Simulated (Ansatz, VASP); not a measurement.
# Cross-check of InP between VASP and Ansatz, part 3 of 3

One calculation is typed for both programs; each brings its own data sets. How far apart do they land? The cell is taken from a series of VASP runs on this material, whose earlier steps may have relaxed, scaled or displaced it; both programs get it as it stands. Valence electrons are named where the data sets of a main pair hold unlike numbers.

VASP 6.6.1 and Ansatz 0.2.0.

So far: The starting structure; Ansatz: elastic constants, PBE with D3(BJ); VASP: elastic constants, PBE with D3(BJ); Differences.

## Step 5: VASP: band structure, HSE06

Level of this step: HSE06; plane waves and PAW (In_d, P) (VASP).

Levels along a path test the potential and the projectors away from the mesh points.

The run reads the wave functions of an earlier VASP run, which isn't shown here.

Contents of INCAR:

```
SYSTEM = InP
PREC = Accurate
ENCUT = 400
EDIFF = 1E-06
NELM = 100
ISMEAR = 0
SIGMA = 0.05
LREAL = .FALSE.
ALGO = Normal
LHFCALC = .TRUE.
AEXX = 0.25
GGA = PE
HFSCREEN = 0.2
LASPH = .TRUE.
NBANDS = 15
PRECFOCK = Fast
LORBIT = 11
LWAVE = .FALSE.
LCHARG = .FALSE.
KPAR = 2
```

Contents of POSCAR:

```
InP
1.0
    0.0000000000      2.9457387471      2.9457387471
    2.9457387471      0.0000000000      2.9457387471
    2.9457387471      2.9457387471      0.0000000000
In P
1 1
Direct
    0.0000000000      0.0000000000      0.0000000000
    0.2500000000      0.2500000000      0.2500000000
```

Contents of KPOINTS:

```
Automatic mesh
0
Gamma
4 4 4
0 0 0
```

Contents of KPOINTS_OPT:

```
Line mode
6
Line-mode
Reciprocal
  0.00000000   0.00000000   0.00000000 GAMMA
  0.50000000   0.00000000   0.50000000 X

  0.50000000   0.00000000   0.50000000 X
  0.50000000   0.25000000   0.75000000 W

  0.50000000   0.25000000   0.75000000 W
  0.37500000   0.37500000   0.75000000 K

  0.37500000   0.37500000   0.75000000 K
  0.00000000   0.00000000   0.00000000 GAMMA

  0.00000000   0.00000000   0.00000000 GAMMA
  0.50000000   0.50000000   0.50000000 L

  0.50000000   0.50000000   0.50000000 L
  0.62500000   0.25000000   0.62500000 U

  0.62500000   0.25000000   0.62500000 U
  0.50000000   0.25000000   0.75000000 W

  0.50000000   0.25000000   0.75000000 W
  0.50000000   0.50000000   0.50000000 L

  0.50000000   0.50000000   0.50000000 L
  0.37500000   0.37500000   0.75000000 K

  0.62500000   0.25000000   0.62500000 U
  0.50000000   0.00000000   0.50000000 X
```

Potentials, in the order of the species: In_d and P (PBE family, release 64).

Command:

```
$ mpirun -np 2 vasp_std
```

Numbers of over 12 decimals in the logs are rounded to 6 here.

The log of the run:

```text
[banner, memory and clock lines left out]
running    2 mpi-ranks, on    1 nodes
[...]
LDA part: xc-table for (Slater+PW92), standard interpolation
 found WAVECAR, reading the header
 POSCAR, INCAR and KPOINTS ok, starting setup
[...]
reading WAVECAR
 the WAVECAR file was read successfully
 initial charge from wavefunction
 entering main loop
       N       E                     dE             d eps       ncg     rms          rms(c)
DAV:   1    -0.992458172462E+01   -0.99246E+01   -0.36605E-01   312   0.824E+00    0.351E+00
DAV:   2    -0.993073636257E+01   -0.61546E-02   -0.36880E-02   315   0.165E+00    0.374E+00
DAV:   3    -0.993036064660E+01    0.37572E-03   -0.14273E-03   333   0.562E-01    0.249E+00
DAV:   4    -0.993019987585E+01    0.16077E-03   -0.19795E-04   365   0.187E-01    0.158E+00
DAV:   5    -0.993015355179E+01    0.46324E-04   -0.38338E-05   311   0.722E-02    0.957E-01
DAV:   6    -0.993013966847E+01    0.13883E-04   -0.10488E-05   319   0.358E-02    0.581E-01
[...]
DAV:   8    -0.993013360192E+01    0.21839E-05   -0.66020E-07   134   0.937E-03    0.211E-01
DAV:   9    -0.993013394876E+01   -0.34684E-06   -0.43143E-07   120   0.662E-03
   1 F= -.99301339E+01 E0= -.99301339E+01  d E =-.276068E-13
 Start KPOINTS_OPT (optional k-point list driver)
k-point batch [1-8\60]
       N       E                     dE             ncg
DAV:   1     0.154404745718E+03   -0.25177E+04      263
DAV:   2    -0.822390544132E+03   -0.97680E+03      268
DAV:   3    -0.894886679735E+03   -0.72496E+02      289
DAV:   4    -0.897374582494E+03   -0.24879E+01      310
DAV:   5    -0.897468202177E+03   -0.93620E-01      401
DAV:   6    -0.897470411511E+03   -0.22093E-02      360
DAV:   7    -0.897470453749E+03   -0.42238E-04      387
DAV:   8    -0.897470454333E+03   -0.58398E-06      289
[...]
k-point batch [57-60\60]
       N       E                     dE             ncg
DAV:   1     0.229550018690E+04   -0.20554E+04      120
DAV:   2     0.179280151642E+04   -0.50270E+03      120
DAV:   3     0.175766344225E+04   -0.35138E+02      148
DAV:   4     0.175664599511E+04   -0.10174E+01      176
DAV:   5     0.175660186314E+04   -0.44132E-01      208
DAV:   6     0.175660123691E+04   -0.62623E-03      176
DAV:   7     0.175660121685E+04   -0.20062E-04      208
DAV:   8     0.175660121664E+04   -0.20559E-06      144
```

From OUTCAR (step 5):

```text
 POSITION                                       TOTAL-FORCE (eV/Angst)
 -----------------------------------------------------------------------------------
      0.00000      0.00000      0.00000        -0.000000     -0.000000     -0.000000
      1.47287      1.47287      1.47287         0.000000      0.000000      0.000000
 -----------------------------------------------------------------------------------
    total drift:                                0.000099      0.000101      0.000066

  FREE ENERGIE OF THE ION-ELECTRON SYSTEM (eV)
  ---------------------------------------------------
  free  energy   TOTEN  =        -9.9301339488 eV

  energy  without entropy=       -9.9301339488  energy(sigma->0) =       -9.93013395

[... 3 further parts left out ...]
[key lines of the parts left out:]
E-fermi :   4.8551
```

The k-mesh is coarse for exact exchange; levels may shift by about 0.1 eV on a finer one. Spin-orbit coupling is off here; with elements this heavy it splits and shifts levels by tenths of an eV or more. The PAW data sets were made with PBE, which is usual practice but a small mismatch for other functionals.

## Step 6: Ansatz: band structure, HSE06

The same cell, functional, mesh and smearing now go to Ansatz, which takes its cutoff from its data sets.

The cell is taken from a series of VASP runs on this material, whose earlier steps may have relaxed, scaled or displaced it; both programs get it as it stands.

Contents of input.yaml:

```yaml
crystal:
  lattice:
    - [0.0, 2.9457387471, 2.9457387471]
    - [2.9457387471, 0.0, 2.9457387471]
    - [2.9457387471, 2.9457387471, 0.0]
  atoms:
    - { symbol: In, position: [0.0, 0.0, 0.0] }
    - { symbol: P, position: [0.25, 0.25, 0.25] }
hamiltonian:
  xc: { exchange: pbe, correlation: pbe, exx: { coeff: 0.25, omega: 0.2 } }
  pseudopotentials: { kind: paw }
kpoints:
  mp_grid: { grid: [4, 4, 4] }
  band_path:
    path:
      - [0.0, 0.0, 0.0]
      - [0.5, 0.0, 0.5]
      - [0.5, 0.2, 0.7]
      - [0.4, 0.35, 0.75]
      - [0.15, 0.15, 0.3]
      - [0.2, 0.2, 0.2]
      - [0.55, 0.4, 0.55]
      - [0.6, 0.25, 0.65]
      - [0.5, 0.25, 0.75]
      - [0.5, 0.5, 0.5]
      - [0.375, 0.375, 0.75]
      - [0.5, 0.0, 0.5]
    npoints: 1
scf:
  occupations: { method: gaussian, width: 0.05 }
  n_extra_bands: 7
output:
  forces: true
  stress: true
  eigenvalues: true
  write_density: true
  write_potential: true
  elf: true
  volumetric_format: npy
```

Command:

```
$ ansatz run input.yaml --threads 4 --pin off --max-ram 9216MiB --backend cpu --events-out ev --progress --plain --runs-dir out
```

The log of the run:

```text
[...]
--- Band table (eV; the first three rows and the last of 8) ---
  k-point 0: bands = [... 5 lower, -6.2234, 6.3916, 6.3916, 6.3916, 7.8516, 11.3225, 11.3225, 11.3225, ... 3 higher]
  k-point 1: bands = [... 5 lower, -5.5063, 2.7459, 5.8030, 5.8030, 8.9597, 12.0610, 12.0610, 12.6126, ... 3 higher]
  k-point 2: bands = [... 5 lower, -4.4021, 0.2324, 5.3536, 5.3536, 8.6441, 12.0569, 12.0569, 14.4205, ... 3 higher]
  k-point 7: bands = [... 5 lower, -3.6288, 0.3970, 3.2382, 3.3163, 11.4514, 11.7515, 12.8718, 13.4417, ... 3 higher]
[key lines of the parts left out:]
Free energy (F): -6358.424537 eV
Fermi energy:    7.122573 eV
P = ⅓ Tr σ = 0.5368 GPa (5.368 kbar)
```

Wall time 17 s (4 threads of Arm Neoverse V1, shared host); peak memory 0.65 GiB.

## Step 7: Comparison

What differs besides the data sets and the points named for the pairs above, as far as they apply: exact exchange at q = 0 is treated differently, which shows on coarse meshes; VASP keeps PBE cores, Ansatz makes them for the functional; the cutoff is 420 eV in Ansatz and 400 eV in VASP; VASP takes a coarser grid for exact exchange (PRECFOCK = Fast). Total energies have different zeros and are not compared.

Both answers:

```tsv
quantity	Ansatz	VASP	difference
gap over the path points (eV)	1.460	1.457	+0.003
```

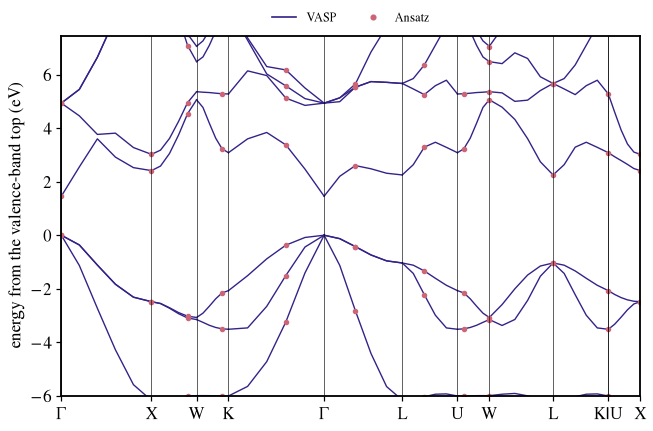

Bands from VASP (lines) and levels from Ansatz (dots). Dots without a line are higher empty bands that the VASP plot leaves out.

Levels at points of the path, from each program's valence-band top (eV; 3 filled, then empty):

```tsv
k (reciprocal lattice)	Ansatz	VASP
0.000 0.000 0.000	0.00 0.00 0.00 1.46 4.93 4.93	0.00 0.00 0.00 1.46 4.93 4.93
0.500 0.000 0.500	-6.17 -2.49 -2.49 2.42 3.02 10.35	-6.17 -2.48 -2.48 2.41 3.02 10.36
0.500 0.200 0.700	-6.01 -3.09 -3.03 4.54 4.95 7.08	-6.01 -3.09 -3.02 4.54 4.95 7.09
0.400 0.350 0.750	-6.00 -3.50 -2.16 3.23 5.28 8.17	-6.00 -3.50 -2.16 3.23 5.29 8.18
0.150 0.150 0.300	-3.24 -1.51 -0.37 3.38 5.12 5.57	-3.24 -1.50 -0.37 3.37 5.12 5.58
0.200 0.200 0.200	-2.82 -0.43 -0.43 2.60 5.53 5.53	-2.82 -0.43 -0.43 2.60 5.53 5.53
0.550 0.400 0.550	-6.04 -2.22 -1.34 3.29 5.25 6.36	-6.04 -2.22 -1.33 3.29 5.25 6.36
0.600 0.250 0.650	-6.00 -3.50 -2.16 3.23 5.28 8.17	-6.00 -3.50 -2.16 3.23 5.29 8.18
0.500 0.250 0.750	-6.00 -3.15 -3.08 5.06 5.36 6.48	-6.00 -3.15 -3.07 5.06 5.36 6.48
0.500 0.500 0.500	-6.16 -1.04 -1.04 2.25 5.67 5.67	-6.16 -1.04 -1.04 2.25 5.67 5.67
```

Among the levels compared at these points, filled levels agree within 2 meV and empty ones within 12 meV.

## Step 8: Summary of results

```
difference in C12 (elastic constants, PBE with D3(BJ))                          : 0.44 %
largest difference of a filled level at the path points (band structure, HSE06) : 2.2 meV
```

What this shows: The difference in C12 is 0.44 % (elastic constants, PBE with D3(BJ)), within the 5 % picked in this series as the mark of a large difference. How closely two codes agree says nothing of how well the functional describes the real material.

[Lines on the potential files, build, host, timing and source positions are cut from VASP's logs without a mark.]

[Logs are printed without paths, hosts, clocks, repeated set-up lines and the standing remarks that a program may print on its own settings, such as how far it seeks lower states.]

[Hosts, paths, dates, database ids (printed as entryN), source tags and the programs' standing remarks are cut or masked in the printed files.]
